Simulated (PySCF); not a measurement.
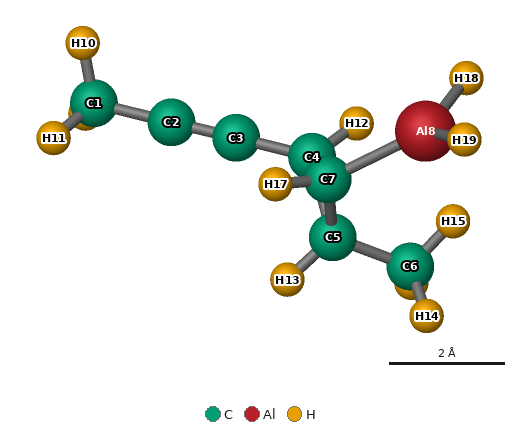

The structure (ball-and-stick view, seen at a tilt; atoms are numbered from 1 in the order of the input). Sticks mark near contacts. Bond lengths as drawn: Al–C 1.98 Å, Al–H 1.55 to 1.56 Å, C–C 1.20 to 1.54 Å and C–H 1.09 to 1.10 Å.

## NMR shielding calculation, with input and output: C₇H₁₁Al

- system: C₇H₁₁Al
- method: GIAO PBE0/pcSseg-1 NMR shielding, non-relativistic, gas phase (PySCF 2.14.0)

The geometry comes from this level: GFN2-xTB. It belongs to a series of runs on one base structure; here: H on C replaced by propynyl. Figures and captions count atoms from 1; the log counts them from 0 in places.

## Log
```
coarse grid: 16048 points
cycle   1  E = -515.0833004896  dE =  9.777e-01  |g| = 4.525e-01  |ddm| = 4.295e+00
cycle   2  E = -515.0870867837  dE = -3.786e-03  |g| = 4.462e-01  |ddm| = 1.209e+00
cycle   3  E = -515.1401372346  dE = -5.305e-02  |g| = 8.243e-02  |ddm| = 5.944e-01
cycle   4  E = -515.1412223541  dE = -1.085e-03  |g| = 5.313e-02  |ddm| = 1.243e-01
cycle   5  E = -515.1418784613  dE = -6.561e-04  |g| = 1.589e-02  |ddm| = 5.353e-02
cycle   6  E = -515.1419359790  dE = -5.752e-05  |g| = 3.629e-03  |ddm| = 1.807e-02
cycle   7  E = -515.1419392886  dE = -3.310e-06  |g| = 4.993e-04  |ddm| = 4.868e-03
final grid: 149440 points
cycle   8  E = -515.1894156196  dE = -3.871e-05  |g| = 7.923e-03  |ddm| = 7.499e-02
cycle   9  E = -515.1894091507  dE =  6.469e-06  |g| = 9.428e-03  |ddm| = 2.030e-02
cycle  10  E = -515.1894320389  dE = -2.289e-05  |g| = 1.354e-03  |ddm| = 1.086e-02
cycle  11  E = -515.1894324676  dE = -4.287e-07  |g| = 4.388e-04  |ddm| = 1.623e-03
cycle  12  E = -515.1894325093  dE = -4.163e-08  |g| = 1.507e-04  |ddm| = 4.919e-04
cycle  13  E = -515.1894325147  dE = -5.408e-09  |g| = 2.617e-05  |ddm| = 1.740e-04
cycle  14  E = -515.1894325148  dE = -1.464e-10  |g| = 8.149e-06  |ddm| = 4.006e-05
```

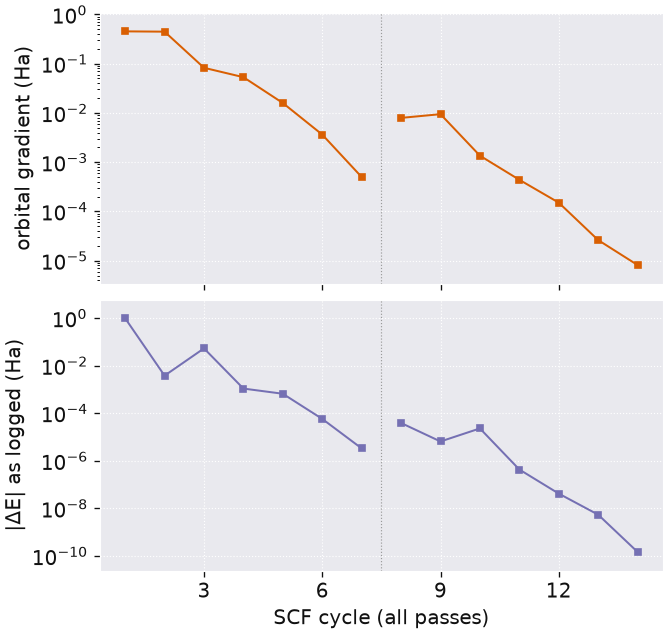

Convergence of the self-consistent field: orbital gradient and size of the energy change against the SCF cycle. The dotted line marks the change from a coarse to the final integration grid. The first 7 cycles use a coarse grid, the final grid takes over at cycle 8, and the field converges after 14 cycles in all.

```
converged SCF energy = -515.1894325148

GIAO shielding tensors (ppm)
atom      isotropic    diamagn.    paramagn.     s11        s22        s33       span
  0 C      182.051     253.844     -71.793    174.371    174.823    196.960     22.589
  1 C      108.112     269.268    -161.156     22.465     32.621    269.250    246.785
  2 C       97.491     250.759    -153.268      4.466     10.655    277.352    272.886
  3 C      168.114     259.549     -91.435    140.375    154.953    209.015     68.640
  4 C      158.305     252.612     -94.307    131.793    149.032    194.090     62.297
  5 C      158.068     247.419     -89.351    133.096    155.531    185.578     52.482
  6 C      164.539     254.513     -89.974    123.050    153.652    216.915     93.865
  7 Al     274.756     795.471    -520.715    199.849    266.451    357.969    158.121
  8 H       29.718      28.509       1.209     24.311     28.037     36.807     12.496
  9 H       29.720      28.275       1.445     24.317     28.075     36.767     12.450
 10 H       29.884      29.469       0.415     24.559     28.298     36.795     12.235
 11 H       29.998      33.762      -3.764     22.534     29.222     38.236     15.702
 12 H       30.389      33.746      -3.358     24.281     28.900     37.984     13.703
 13 H       29.696      28.547       1.149     25.699     27.065     36.323     10.625
 14 H       31.905      31.529       0.376     26.418     31.431     37.866     11.449
 15 H       29.687      29.477       0.210     24.990     27.123     36.947     11.957
 16 H       31.541      33.183      -1.643     25.864     28.659     40.100     14.236
 17 H       26.403      29.434      -3.031     24.013     25.051     30.145      6.131
 18 H       26.148      28.687      -2.540     23.320     23.854     31.270      7.950
```

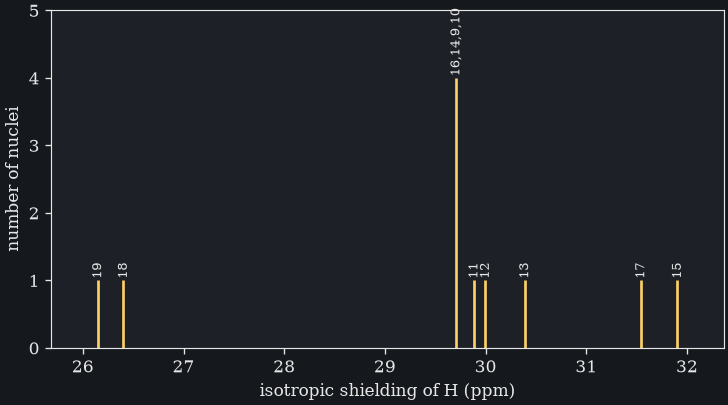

Isotropic shieldings of the hydrogen nuclei in this fixed geometry, labelled by atom number; shielding grows to the right, so chemical shift grows to the left. The least shielded is H19 (26.1 ppm), the most shielded H15 (31.9 ppm).

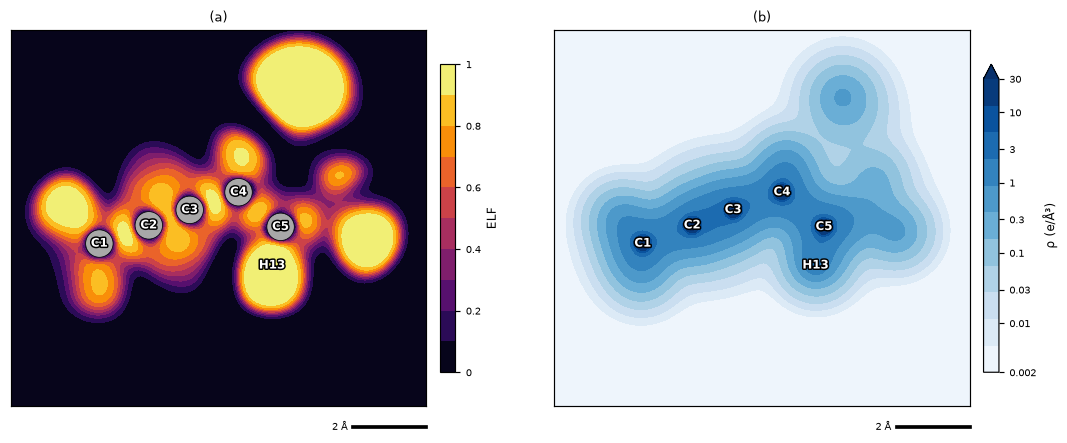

(a) ELF; (b) electron density on the plane of atoms C3, C4 and C5. Grey discs, where drawn, cover atomic cores. The section cuts through C and H sites. C–C (1.20 Å): ρ is about 2.7 e/Å³ halfway; the ELF peaks at about 0.85 between the atoms; a multiple bond by its length, whose ELF region spreads away from the axis.

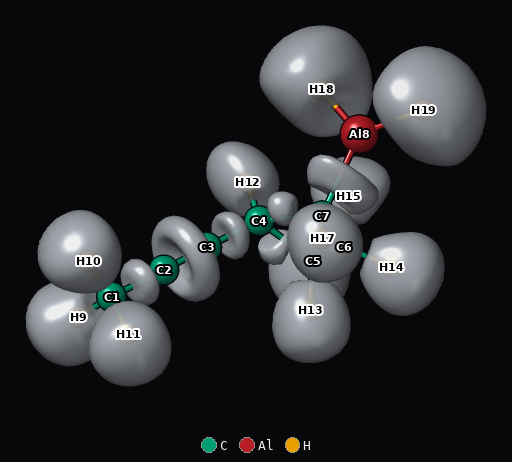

Isosurface of the electron localisation function at 0.8 (grey), seen at an oblique angle. Core shells and regions of very low density are left out. Profiles from the grid: C–C (1.20 Å): the ELF peaks at about 0.85 between the atoms (a double or triple bond). C–Al (1.98 Å): the ELF peaks at about 0.95 between the atoms, which marks a polar covalent bond.

This output came from the following input.

## The input
```
{"job": {"kind": "nmr", "xc": "PBE0", "basis": "pcSseg-1"}, "charge": 0, "multiplicity": 1}
C      3.973615     0.188807    -0.218009
C      2.537420     0.168381    -0.045227
C      1.348329     0.149187     0.119859
C     -0.070464     0.141993     0.259912
C     -0.898852    -0.894657    -0.429068
C     -2.094223    -1.452403     0.297287
C     -0.956604     0.529067    -0.937705
Al    -2.447590     1.627085    -0.238184
H      4.447740    -0.497788     0.483478
H      4.356199     1.194096    -0.041203
H      4.230857    -0.111037    -1.233855
H     -0.423885     0.453090     1.246277
H     -0.367900    -1.619795    -1.038249
H     -2.800558    -1.894544    -0.405473
H     -2.605423    -0.639804     0.831141
H     -1.802320    -2.212931     1.021185
H     -0.383596     0.684404    -1.853515
H     -2.455586     1.979642     1.278007
H     -3.596962     2.216458    -1.088955
```

The first line tells a small driver script what to run in PySCF; the rest is the geometry in Å.

Command:
```bash
OMP_NUM_THREADS=1 python <driver script> task.json out
```

## Summary

| quantity | value |
| --- | --- |
| outcome | converged |
| total energy | −515.189433 hartree |
| HOMO | −6.51 eV |
| LUMO | −1.39 eV |
| dipole moment | 1.15 D |
| isotropic shielding, C | 97.5 to 182.1 ppm |
| isotropic shielding, Al | 274.8 ppm |
| isotropic shielding, H | 26.1 to 31.9 ppm |
| hardware | 1 CPU thread, shared host |
| wall time | 43 s |
| peak memory | 0.79 GiB |
